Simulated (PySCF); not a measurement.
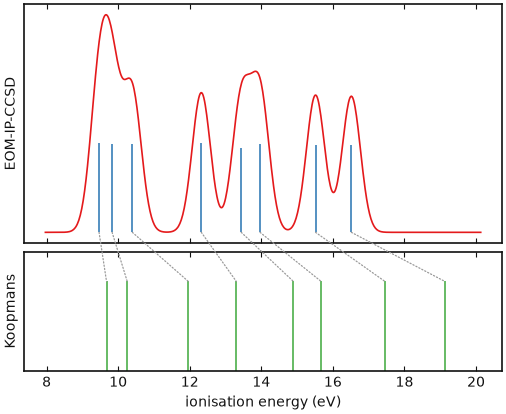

Valence photoelectron lines of C₃H₂FNSe, SMILES Fc1ccn[se]1: vertical EOM-IP-CCSD/aug-cc-pVDZ (frozen core, PySCF, at a PBE0-D3(BJ)/def2-SVP geometry (no frequency check); 8 lines, one for each of the 8 highest orbitals, so a line of a deeper orbital can be missing among them) above, Hartree-Fock orbital energies with the sign turned below, non-relativistic; dotted lines join each line to its leading orbital. Stick heights are one-hole weights (summed over degenerate lines), not cross-sections; Gaussian width 0.60 eV.

### Do correlation and relaxation change the order of the lines?

Not among these holes, which come in the order of the orbitals, HOMO, HOMO−1, HOMO−2, HOMO−3, HOMO−4, HOMO−5, HOMO−6, HOMO−7.

### List the lines.

```tsv
hole	EOM-IP-CCSD (eV)	Koopmans (eV)	one-hole weight
HOMO	9.47	9.67	0.96
HOMO-1	9.83	10.25	0.95
HOMO-2	10.40	11.96	0.94
HOMO-3	12.32	13.30	0.95
HOMO-4	13.44	14.90	0.90
HOMO-5	13.96	15.67	0.94
HOMO-6	15.52	17.45	0.94
HOMO-7	16.52	19.13	0.93
```

Known limits of this run: small basis, so the lines can lie some tenths of an eV too low.
